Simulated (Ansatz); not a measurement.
Bi (A7 type, space group R-3m)

```yaml
crystal:
  lattice:
    - [2.26684, 1.30876, 3.88461]
    - [-2.26684, 1.30876, 3.88461]
    - [0.00000, -2.61752, 3.88461]
  atoms:
    - { symbol: Bi, position: [0.23720, 0.23720, 0.23720] }
    - { symbol: Bi, position: [0.76280, 0.76280, 0.76280] }
```

In each cell atom 1 (Bi, nearest neighbour Bi at 3.091 Å; its periodic images, 4.5 Å or more away, move with it) moves by s·(0.577, 0.577, 0.577) (along Cartesian [111]), the rest being held.

The numbers are results of PBE-D3(BJ) (plane waves to 420 eV, PAW, scalar-relativistic; Ansatz, a quantum-chemistry and plane-wave program), not measurements. k mesh 10×10×10 (Γ-centred), Fermi-Dirac smearing 0.05 eV. E stands for the smeared free energy. With partly filled bands, energies and forces of such displacements shift with the k mesh and the smearing. Bi was relaxed with its symmetry unable to fall. Spin-orbit coupling is left out, though Bi is heavy. The PAW data are Ansatz's earlier set. The zero of ΔE is the undisplaced structure.

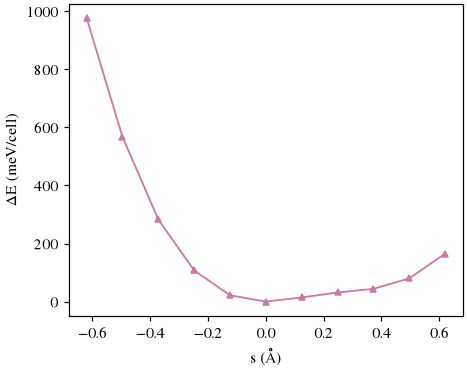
Figure. ΔE (meV/cell) against s (Å); markers are the computed points, lines only join them.

Task: Is the energy the same for displacements of ±0.620 Å, and if not, which side lies higher?

Result: Not even: the negative side lies higher at ±0.620 Å.

Task: What is the energy change at s = 0.620 Å?

Result: About 160 meV/cell.

(For displaced atoms, the force is minus the slope of the energy, and its curvature is a force constant, which sets phonon frequencies.)
